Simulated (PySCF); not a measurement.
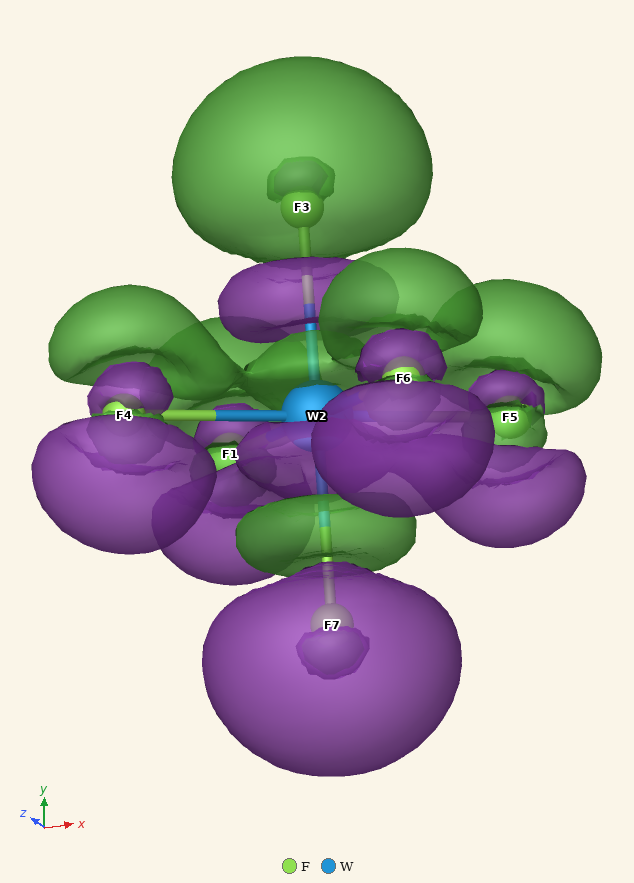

Figure 1: F$_{6}$W, SMILES `F[W](F)(F)(F)(F)F`. Change of the electron density in a uniform field of 0.41 V/Å, surfaces at ±0.002 e/Å³ (purple: gain, green: loss).

Computed with PySCF, r2SCAN/def2-SVPD, geometry: GFN2-xTB. Core potentials replace the inner electrons of W; spin–orbit coupling isn't included. This is a single-reference result, which may miss multireference character in this system. No frequency check shows the geometry to be a minimum. GFN2-xTB bond lengths at metals and heavier atoms can be off by up to 0.1 Å and shapes distorted, which carries into these values.

The field was applied in both directions; the picture shows the one opposite to the script's first.

**Along which Cartesian direction does the field point?**

Along +y: electrons gather on the −y side, against the field.

**What dipole is induced, and what polarisability does it imply?**

The induced dipole is 0.97 D (along the field); α along this axis, from the fields in both directions, is 47 bohr³ (7.0 Å³).
